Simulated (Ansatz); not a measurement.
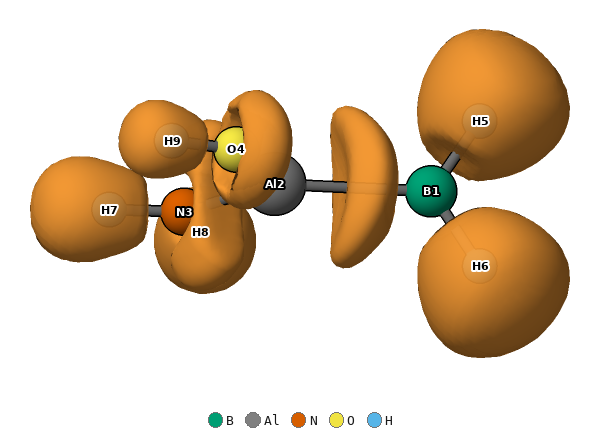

*AlBH5NO (SMILES [BH2][Al]([NH2])[OH]). Isosurface of the ELF at 0.85 (orange), seen from one side. Only the valence region is drawn (cores and ρ < 0.01 e/Å³ removed).*

These are results of RKS BHLYP-D4/def2-SVP in Ansatz 0.2.0, not measurements.

The calculation's input:

```
crystal:
  periodic: [false, false, false]
  atoms:
    - { symbol: B, position_ang: [-1.00408, 0.85626, -1.33669] }
    - { symbol: Al, position_ang: [-0.0219, 0.03592, 0.28869] }
    - { symbol: "N", position_ang: [1.28784, -1.17487, 0.10193] }
    - { symbol: O, position_ang: [-0.45122, 0.50402, 1.81467] }
    - { symbol: H, position_ang: [-0.76894, 0.52836, -2.43997] }
    - { symbol: H, position_ang: [-1.83892, 1.67753, -1.23509] }
    - { symbol: H, position_ang: [1.79593, -1.61342, 0.86043] }
    - { symbol: H, position_ang: [1.64944, -1.54663, -0.766] }
    - { symbol: H, position_ang: [-0.64816, 0.73283, 2.71204] }
basis:
  gaussian: { orbitals: def2-SVP }
hamiltonian:
  xc: { name: BHLYP }
  dispersion: d4
relax:
  f_tol: 0.015
  max_steps: 40
output:
  orbitals: {}
```

Run with:

```sh
ansatz run input.yaml --threads 1 --pin off --max-ram 2048MiB --backend cpu --events-out ev --progress --plain --runs-dir out
```

The fields are those of the relaxed geometry.

### Identify the bonds, lone pairs and shells in this picture.

The ELF exceeds this value in one region between bonded Al–B atoms (shared pairs), five regions around hydrogen nuclei, one lobe of the valence shell of N pointing towards Al and one region wrapped around O (its valence shell). Profiles from the grid: Al–O (1.70 Å): the ELF peaks at about 0.90 in the valence shell of O, 0.6 Å from its nucleus, and is about 0.35 at the midpoint. Al–N (1.77 Å): the ELF peaks at about 0.90 in the valence shell of N, 0.7 Å from its nucleus, and is about 0.60 at the midpoint.
